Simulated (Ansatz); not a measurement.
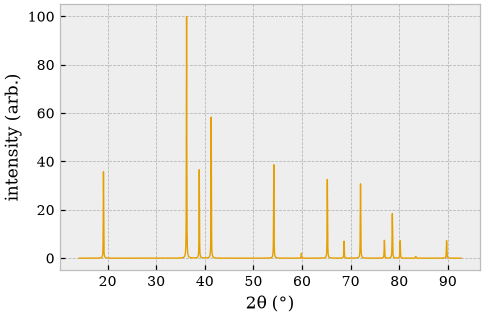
*Simulated powder pattern, Cu Kα, λ = 1.54184 Å*

The pattern belongs to a structure relaxed with PBEsol (plane waves, PAW; program Ansatz).

### Question
Pick the material that matches.
(A) C, P6_3/mmc (C on 4f, C on 4f, C on 4e)
(B) W3N, A15 (Cr3Si type)
(C) AlBN2, chalcopyrite
(D) SiBCN, P3m1 (B on 1b, Si on 1c, C on 1b, N on 1c)

### Answer
D, SiBCN, P3m1 (B on 1b, Si on 1c, C on 1b, N on 1c)

The start of the workflow was typed in or built on a structure type; neither database checked (COD, Materials Project) lists it. Its standing as an ambient phase is unchecked. Symmetry was held in the PBEsol relaxation; whether a distortion lowers the energy is not shown. The volume moved by -19 % from the start of the relaxation.

Potentials: the earlier of the program's two PAW sets. The files were generated under PBE; for other functionals the program regenerates the frozen cores, and for LDA and PBEsol the local potential too.
